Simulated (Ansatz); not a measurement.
```yaml
atoms:
  - { symbol: B, position_ang: [-0.2026, 0.4772, -0.4462] }
  - { symbol: N, position_ang: [-0.0034, 0.0445, 2.2537] }
  - { symbol: H, position_ang: [-0.7403, -0.3494, 2.8497] }
  - { symbol: H, position_ang: [0.8835, -0.0901, 2.7511] }
  - { symbol: H, position_ang: [0.8308, -0.0965, -0.6515] }
  - { symbol: O, position_ang: [-1.4432, -0.0326, -0.6510] }
  - { symbol: H, position_ang: [-1.3746, -0.9811, -0.8763] }
  - { symbol: Cl, position_ang: [-0.1266, 2.2708, -0.0593] }
  - { symbol: H, position_ang: [-0.1653, 1.0727, 2.2193] }
```

Not at a stationary point (largest force 0.8 eV/Å).

The calculation used Ansatz 0.2.0, RKS PBE-D4/6-31G*.

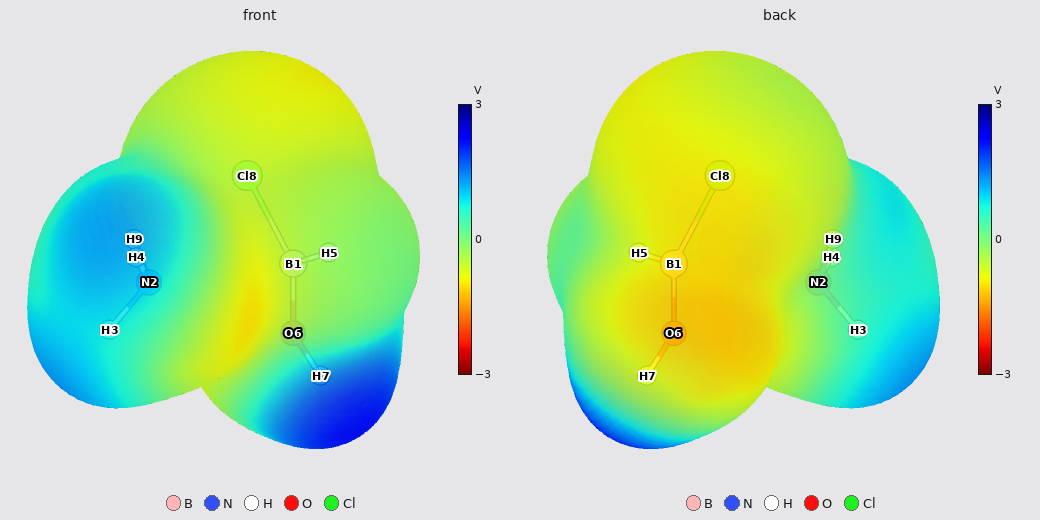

BClH$_{2}$O···NH$_{3}$. The electrostatic potential painted on the density surface at 0.001 e/bohr³, seen from the front and from behind; the colour scale runs from red (negative) to blue (positive).

### Where is the surface potential most negative and most positive?

The most negative region (about −1.2 V) lies over O6, the most positive (about +2.2 V) over H7. O6 is the likeliest acceptor of a hydrogen bond.
